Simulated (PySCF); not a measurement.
# A diatomic session: BPd

Aim: find the lowest electronic state of BPd, scan its bond at several levels of theory, and get bond length, wavenumber and dissociation energy from each curve.

Program: PySCF 2.14.0. Level of theory: B def2-TZVPP, Pd def2-TZVPP with ECP28, scalar-relativistic core potentials. These are calculated values, not measurements.

## 1. Set-up

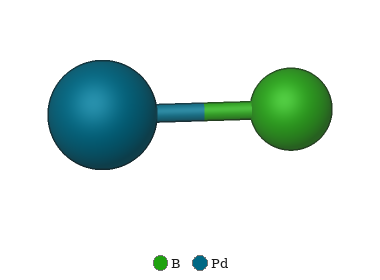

The two atoms at the starting distance (boron green, palladium blue).

A driver script around PySCF takes these settings:

```
atoms                         : B, Pd
charge                        : 0
basis                         : B def2-TZVPP, Pd def2-TZVPP with ECP28
Hamiltonian                   : scalar-relativistic core potentials
basis functions               : 87
electrons treated             : 23
masses in u                   : 11.0093, 105.9035
levels                        : PBE0, PBE, r²SCAN, M06-L, BLYP, PW91, M06-2X, CAM-B3LYP, HF, MP2, SCS-MP2
grid                          : 80 radial by 434 angular points
occupations                   : held fixed by the projection of orbital angular momentum
dissociation limit            : B + Pd, each in its ground configuration
starting distance in angstrom : 2.000
values of 2S to try           : 1, 3
```

Command:

```console
$ OMP_NUM_THREADS=1 python dia.py task.json out
```

Further steps of the session: First curve: PBE0; Excited determinants; PBE (GGA); r²SCAN (meta-GGA); M06-L (meta-GGA); BLYP (GGA); PW91; M06-2X; CAM-B3LYP; ROHF (mean field).

What does the calculation give? Wanted: for each run, Re; ωe; De; μ.

**Answer**, as computed:

Lowest PBE0 solution found, without spin–orbit coupling: ²Σ⁺ (doublet), unpaired electrons σ ↑. State 2 has its PBE0 minimum 1.27 eV higher. State 3 has its PBE0 minimum 2.68 eV higher. The other levels ran on the lowest alone.

```
    level  Re (Å)  ωe (cm⁻¹)  De (eV)  μ (D)
      PBE   1.777        784     4.61   1.24
     PW91   1.776        785     4.63   1.21
     BLYP   1.787        765     4.31   1.14
   r²SCAN   1.764        800     4.61   1.39
    M06-L   1.795        758     4.08   1.42
     PBE0   1.770        772     3.90   1.45
   M06-2X   1.747        791     3.26   1.18
CAM-B3LYP   1.767        764     3.58   1.53
```

De is counted to B + Pd in their ground configurations. A positive dipole means B(−)Pd(+). No constants: ROHF (fits of two degrees disagree); ROHF-MP2 (the points don't follow one smooth fit); ROHF-SCS-MP2 (the points don't follow one smooth fit).

What this shows: The methods spread over 0.047 Å in bond length, from M06-2X to M06-L. Among the levels with a De in the table, it runs from 3.26 eV (M06-2X) to 4.63 eV (PW91).

Correlated steps freeze 1 core orbital. The state is the lowest single determinant that the PBE0 search found; with open d or f shells the true ground state can be another one. Spin–orbit coupling is left out.
